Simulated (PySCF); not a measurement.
SMILES C(/C#N)=C/[Si](C)(C)C at its GFN2-xTB optimised geometry (Å):

```
19

C     -0.9531    -0.3087    -1.4848
Si    -0.2728     0.6723     0.0000
C      1.6323     0.6723     0.0000
C     -0.9489     2.4542     0.0000
C     -0.8895    -0.1385     1.6093
C     -0.6272    -1.3933     1.9817
C      0.1508    -2.2766     1.2112
N      0.7819    -3.0171     0.6020
H     -0.6414     0.1373    -2.4244
H     -0.5906    -1.3320    -1.4695
H     -2.0389    -0.3425    -1.4809
H      2.0179    -0.3422     0.0311
H      2.0343     1.2052     0.8570
H      2.0237     1.1463    -0.8951
H     -2.0343     2.4697     0.0257
H     -0.5913     3.0171     0.8570
H     -0.6372     2.9878    -0.8922
H     -1.4996     0.4545     2.2793
H     -0.9970    -1.8212     2.9082
```

Computed with B3LYP/def2-SVP (PySCF 2.14.0). Cells within 0.4 Å of a nucleus heavier than hydrogen are left out (blank, or x).

Map of the deformation density (molecule minus spherical neutral atoms) (e/bohr³) on the plane z = 0.0 Å:

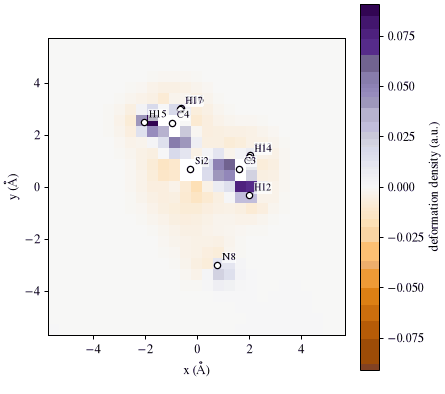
Deformation density (molecule minus spherical neutral atoms) (e/bohr³) on the plane z = 0.0 Å.
